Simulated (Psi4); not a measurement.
Two rigid molecules brought together: HF ··· F- (SMILES F and [F-]) (charge -1). Monomers: optimised at B3LYP-D3(BJ) (def2-TZVP), held rigid. Orientation: lowest of the rigid-body minima from ten starts at GFN2-xTB. R is the distance of the centres of mass, along which the second monomer moves.

Method: Psi4 1.11 with SAPT0/jun-cc-pVDZ, frozen core.

Components in kJ/mol:

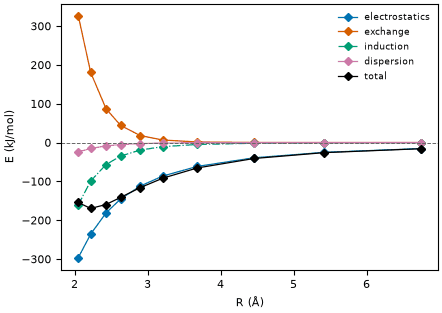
Fig. 1. Components of the interaction energy.

| R / Å | electrostatics | exchange | induction | dispersion | total |
|---|---|---|---|---|---|
| 2.05 | -296.51 | 326.76 | -160.37 | -24.29 | -154.41 |
| 2.22 | -235.94 | 180.57 | -99.15 | -15.22 | -169.74 |
| 2.43 | -181.32 | 87.18 | -56.78 | -8.67 | -159.58 |
| 2.63 | -145.33 | 44.10 | -34.86 | -5.17 | -141.26 |
| 2.90 | -111.96 | 17.85 | -19.27 | -2.69 | -116.07 |
| 3.21 | -86.17 | 6.47 | -10.63 | -1.34 | -91.68 |
| 3.68 | -61.52 | 1.49 | -4.96 | -0.51 | -65.49 |
| 4.46 | -39.24 | 0.15 | -1.85 | -0.12 | -41.06 |
| 5.42 | -25.25 | 0.01 | -0.74 | -0.03 | -26.01 |
| 6.75 | -15.55 | 0.00 | -0.28 | -0.01 | -15.83 |
